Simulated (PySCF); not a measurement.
# Mg: dipole response in aug-cc-pCVTZ-DK

Aim: the static polarisability and the C₆ coefficient of Mg, method by method.

Program: PySCF 2.14.0. Level of theory: unrestricted determinants in a Gaussian basis, no spin-orbit coupling in the energies. These are calculated values, not measurements, unless marked.

## Step 1: What is computed

* Element: magnesium (Z = 12)
* Basis: aug-cc-pCVTZ-DK
* Hamiltonian: the spin-free X2C one-electron Hamiltonian (Gaussian nucleus)
* State 1: Mg: [Ne] 3s1 3p1, high-spin 3P determinant (an excited configuration)
* Methods: UHF, PBE, PBE0, LC-wPBE

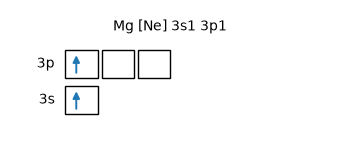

The shells outside the core, filled by Hund's rule for the drawing.

The runs were made by one driver on top of PySCF. The scripts below sum up each run's settings (the driver also hands on starting orbitals that pick excited configurations, and frozen orbitals as a list rather than a count), and the logs come from the driver's own runs. The driver starts from symmetry-adapted Hartree-Fock orbitals, holds the occupation by maximum overlap and uses a logarithmic radial grid for functionals, so a plain start would take other cycles.

The integrals over 75 functions and the set-up took 0.31 s of CPU time.

## Step 2: Mg [Ne] 3s1 3p1

Level: UHF.

The input, input.py:

```python
from pyscf import gto, scf, dft, mp, cc
import basis_set_exchange as bse
mol = gto.M(atom="Mg 0 0 0", charge=0, spin=2, symmetry="D2h",
            basis=gto.basis.parse(bse.get_basis("aug-cc-pCVTZ-DK", elements=["Mg"], fmt="nwchem")),
            nucmod="G")
mf = scf.UHF(mol).sfx2c1e()
mf.irrep_nelec = {'Ag': (3, 2), 'B1u': (1, 1), 'B2u': (2, 1), 'B3u': (1, 1)}
mf.kernel()
```

The log of the run:

```text
damping factor = 0
level_shift factor = 0
DIIS = <class 'pyscf.scf.diis.CDIIS'>
diis_start_cycle = 1
diis_space = 10
diis_damp = 0
SCF conv_tol = 1e-09
SCF conv_tol_grad = None
number electrons alpha = 7  beta = 5
cycle= 1 E= -199.852947159783  delta_E= -0.00168  |g|= 0.0109  |ddm|= 0.0554
cycle= 2 E= -199.853241714405  delta_E= -0.000295  |g|= 0.00468  |ddm|= 0.025
cycle= 3 E= -199.853310904928  delta_E= -6.92e-05  |g|= 0.000429  |ddm|= 0.0225
cycle= 4 E= -199.853311704139  delta_E= -7.99e-07  |g|= 0.000104  |ddm|= 0.00603
cycle= 5 E= -199.853311747872  delta_E= -4.37e-08  |g|= 3.03e-05  |ddm|= 0.00138
cycle= 6 E= -199.853311750693  delta_E= -2.82e-09  |g|= 6.24e-06  |ddm|= 0.000313
cycle= 7 E= -199.853311750829  delta_E= -1.36e-10  |g|= 6.79e-07  |ddm|= 6.68e-05
converged SCF energy = -199.853311750829  <S^2> = 2.0000452  2S+1 = 3.0000301
```

It used 6.5 s of CPU time after the integrals (shared host).

The occupied shells:

```csv
shell,electrons,mean orbital energy (eV),spread (eV),rms radius (bohr)
1s α,1,-1338.1,0,0.151
1s β,1,-1337.9,0,0.151
2s α,1,-104.46,0,0.755
2s β,1,-103.99,0,0.755
2p α,3,-63.692,0.139,0.771
2p β,3,-63.409,0.212,0.771
3s α,1,-9.300,0,3.36
3p α,1,-5.003,0,4.37
```

⟨S²⟩ = 2.000, ⟨L²⟩ = 2.04.

The driver then solved the coupled dipole response at imaginary frequencies: mean α = 97.47 bohr³ (xx, yy, zz: 85.39, 121.6, 85.39), C₆ = 969.0 au for a like pair.

Level: PBE.

input.py differs from the last one in:

```diff
@@ -5,3 +5,3 @@
             nucmod="G")
-mf = scf.UHF(mol).sfx2c1e()
+mf = dft.UKS(mol, xc="PBE").sfx2c1e()
 mf.irrep_nelec = {'Ag': (3, 2), 'B1u': (1, 1), 'B2u': (2, 1), 'B3u': (1, 1)}
```

The log of the run:

```text
damping factor = 0
level_shift factor = 0
DIIS = <class 'pyscf.scf.diis.CDIIS'>
diis_start_cycle = 1
diis_space = 10
diis_damp = 0
SCF conv_tol = 1e-09
SCF conv_tol_grad = None
number electrons alpha = 7  beta = 5
XC functionals = PBE
    J. P. Perdew, K. Burke, and M. Ernzerhof.,  Phys. Rev. Lett. 77, 3865 (1996)
    J. P. Perdew, K. Burke, and M. Ernzerhof.,  Phys. Rev. Lett. 78, 1396 (1997)
    J. P. Perdew, K. Burke, and M. Ernzerhof.,  Phys. Rev. Lett. 77, 3865 (1996)
    J. P. Perdew, K. Burke, and M. Ernzerhof.,  Phys. Rev. Lett. 78, 1396 (1997)
cycle= 1 E= -200.166345578265  delta_E= -0.00694  |g|= 0.0249  |ddm|= 0.699
cycle= 2 E= -200.166405188406  delta_E= -5.96e-05  |g|= 0.0193  |ddm|= 0.134
cycle= 3 E= -200.166449911621  delta_E= -4.47e-05  |g|= 0.000536  |ddm|= 0.0327
cycle= 4 E= -200.16645000195  delta_E= -9.03e-08  |g|= 3.1e-05  |ddm|= 0.00381
cycle= 5 E= -200.166450003719  delta_E= -1.77e-09  |g|= 1.01e-05  |ddm|= 0.000482
cycle= 6 E= -200.166450003775  delta_E= -5.64e-11  |g|= 8.86e-07  |ddm|= 9.71e-05
converged SCF energy = -200.166450003775  <S^2> = 2.0000237  2S+1 = 3.0000158
```

CPU time 5 s on a shared host, the integrals not counted.

The driver then solved the coupled dipole response at imaginary frequencies: mean α = 105.9 bohr³ (xx, yy, zz: 84.78, 148.2, 84.78), C₆ = 1056 au for a like pair.

Level: PBE0.

input.py differs from the last one in:

```diff
@@ -5,3 +5,3 @@
             nucmod="G")
-mf = dft.UKS(mol, xc="PBE").sfx2c1e()
+mf = dft.UKS(mol, xc="PBE0").sfx2c1e()
 mf.irrep_nelec = {'Ag': (3, 2), 'B1u': (1, 1), 'B2u': (2, 1), 'B3u': (1, 1)}
```

The log of the run:

```text
damping factor = 0
level_shift factor = 0
DIIS = <class 'pyscf.scf.diis.CDIIS'>
diis_start_cycle = 1
diis_space = 10
diis_damp = 0
SCF conv_tol = 1e-09
SCF conv_tol_grad = None
number electrons alpha = 7  beta = 5
XC functionals = PBE0
    C. Adamo and V. Barone.,  J. Chem. Phys. 110, 6158 (1999)
    M. Ernzerhof and G. E. Scuseria.,  J. Chem. Phys. 110, 5029 (1999)
cycle= 1 E= -200.184903902447  delta_E= -0.00393  |g|= 0.0129  |ddm|= 0.441
cycle= 2 E= -200.18495370328  delta_E= -4.98e-05  |g|= 0.00719  |ddm|= 0.0782
cycle= 3 E= -200.184960804169  delta_E= -7.1e-06  |g|= 0.000527  |ddm|= 0.0114
cycle= 4 E= -200.184961189595  delta_E= -3.85e-07  |g|= 7.26e-05  |ddm|= 0.00578
cycle= 5 E= -200.184961198905  delta_E= -9.31e-09  |g|= 5.57e-06  |ddm|= 0.00107
cycle= 6 E= -200.184961198936  delta_E= -3.09e-11  |g|= 4.13e-07  |ddm|= 5.04e-05
converged SCF energy = -200.184961198936  <S^2> = 2.000019  2S+1 = 3.0000127
```

CPU time 11 s on a shared host, the integrals not counted.

The driver then solved the coupled dipole response at imaginary frequencies: mean α = 101.8 bohr³ (xx, yy, zz: 84.18, 137.0, 84.18), C₆ = 1010 au for a like pair.

Level: LC-wPBE.

input.py differs from the last one in:

```diff
@@ -5,3 +5,3 @@
             nucmod="G")
-mf = dft.UKS(mol, xc="PBE0").sfx2c1e()
+mf = dft.UKS(mol, xc="LC_WPBE").sfx2c1e()
 mf.irrep_nelec = {'Ag': (3, 2), 'B1u': (1, 1), 'B2u': (2, 1), 'B3u': (1, 1)}
```

The log of the run:

```text
damping factor = 0
level_shift factor = 0
DIIS = <class 'pyscf.scf.diis.CDIIS'>
diis_start_cycle = 1
diis_space = 10
diis_damp = 0
SCF conv_tol = 1e-09
SCF conv_tol_grad = None
number electrons alpha = 7  beta = 5
XC functionals = LC_WPBE
    O. A. Vydrov and G. E. Scuseria.,  J. Chem. Phys. 125, 234109 (2006)
cycle= 1 E= -200.214274572995  delta_E= -0.00757  |g|= 0.0224  |ddm|= 0.554
cycle= 2 E= -200.214633704903  delta_E= -0.000359  |g|= 0.00994  |ddm|= 0.117
cycle= 3 E= -200.214692149595  delta_E= -5.84e-05  |g|= 0.00315  |ddm|= 0.0315
cycle= 4 E= -200.214716601193  delta_E= -2.45e-05  |g|= 0.000657  |ddm|= 0.0321
cycle= 5 E= -200.214718037337  delta_E= -1.44e-06  |g|= 0.000105  |ddm|= 0.00838
cycle= 6 E= -200.214718077848  delta_E= -4.05e-08  |g|= 2.51e-05  |ddm|= 0.00142
cycle= 7 E= -200.214718080705  delta_E= -2.86e-09  |g|= 4.13e-06  |ddm|= 0.000327
cycle= 8 E= -200.214718080781  delta_E= -7.56e-11  |g|= 5.21e-07  |ddm|= 7.03e-05
converged SCF energy = -200.214718080781  <S^2> = 2.0000179  2S+1 = 3.0000119
```

CPU time 12 s on a shared host, the integrals not counted.

The driver then solved the coupled dipole response at imaginary frequencies: mean α = 93.47 bohr³ (xx, yy, zz: 82.13, 116.1, 82.13), C₆ = 908.3 au for a like pair.

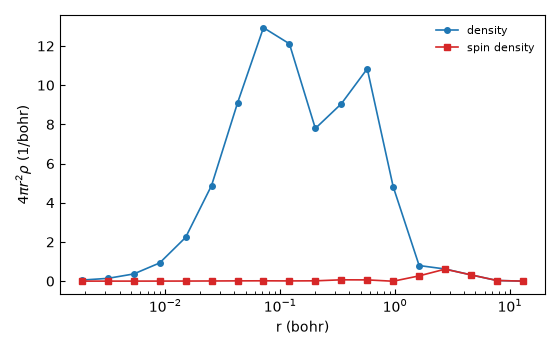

Radial density 4πr²ρ of Mg at UHF, at 18 stored radii joined by straight lines.

## Step 3: The response side by side

Mg [Ne] 3s1 3p1, in atomic units:

```csv
method,mean α,C₆ (like pair),S(−4)
UHF,97.47,969.0,5874
PBE,105.9,1056,8378
PBE0,101.8,1010,7153
LC-wPBE,93.47,908.3,5367
```

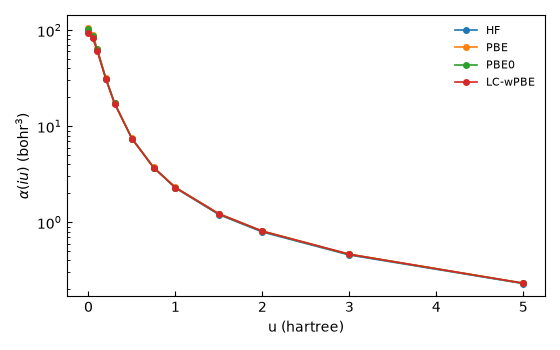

α(iu) of Mg [Ne] 3s1 3p1, the polarisability at imaginary frequency, on a logarithmic scale.

## Step 4: What came out

```
            quantity                                 value
α of Mg [Ne] 3s1 3p1  93.47 (LC-wPBE) to 105.9 (PBE) bohr³
```

**Reading.** A single London oscillator with the computed α and C₆ of Mg [Ne] 3s1 3p1 at UHF would have ω = 4 C₆ / (3 α²) = 0.136 hartree. The basis is finite, and no extrapolation was made.
